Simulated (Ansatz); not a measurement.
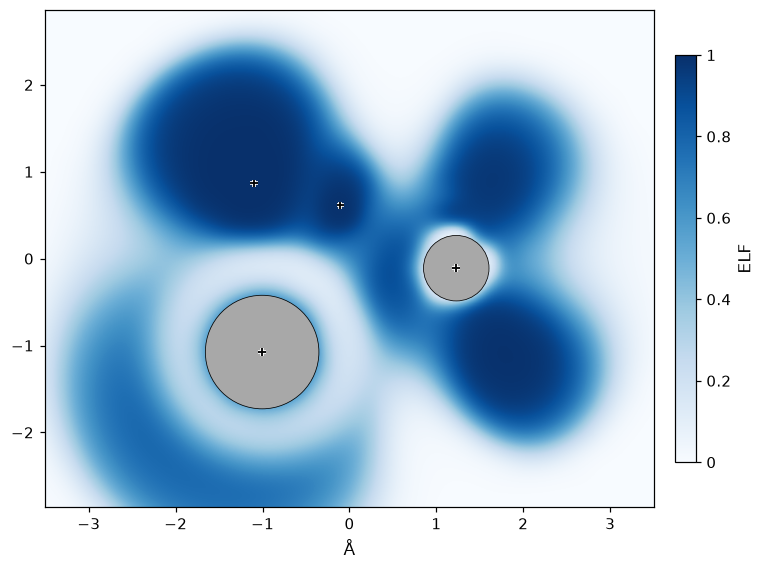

The ELF on a plane through atoms (crosses mark nuclei in the plane; grey discs cover the cores).

These are results of RKS PBE0-D4/def2-TZVPP (Ansatz), not measurements.

Candidates:
A. CH6Sn
B. AlH5S
C. AlFH4S

Question: Which system is this?

Answer: Candidate A: CH6Sn on the plane of atoms H3, Sn1 and H4, which holds Sn, C and H. C–Sn (2.44 Å): the ELF peaks at about 0.85 in the valence shell of C, 0.8 Å from its nucleus, and drops to about 0.15 between the two atoms.
